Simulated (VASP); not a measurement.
Band structure of CdS (wurtzite). Calculation: LDA (Ceperley-Alder, Perdew-Zunger), VASP's LDA PAW potentials (set 64) (plane waves; VASP).

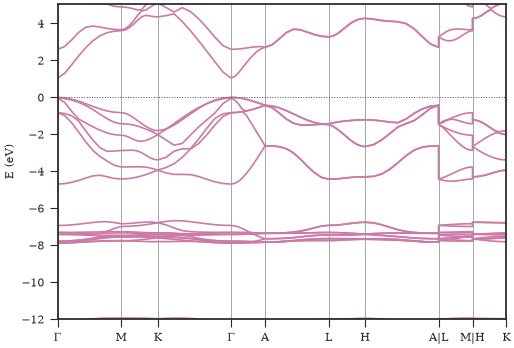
Figure: Bands along high-symmetry lines, zero at the valence-band maximum or, without a gap, the Fermi level

Problem. Read the plot: is there a gap, and where are the band edges?

Solution. The gap is direct, 1.04 eV, from the valence maximum at Γ to the conduction minimum at Γ. (Edges off the drawn lines would not show.)

Measured: gap 2.64 eV at 0 K (computed value off by -1.60 eV), as given by X. Ren et al., All-electron periodic G0W0 implementation with numerical atomic orbital basis functions: algorithm and benchmarks (2021), arXiv:2011.01400 [zero-point renormalisation of 0.068 eV removed from the gap extrapolated to 0 K (as printed)].

The compound is CdS in the wurtzite structure. It was relaxed first.
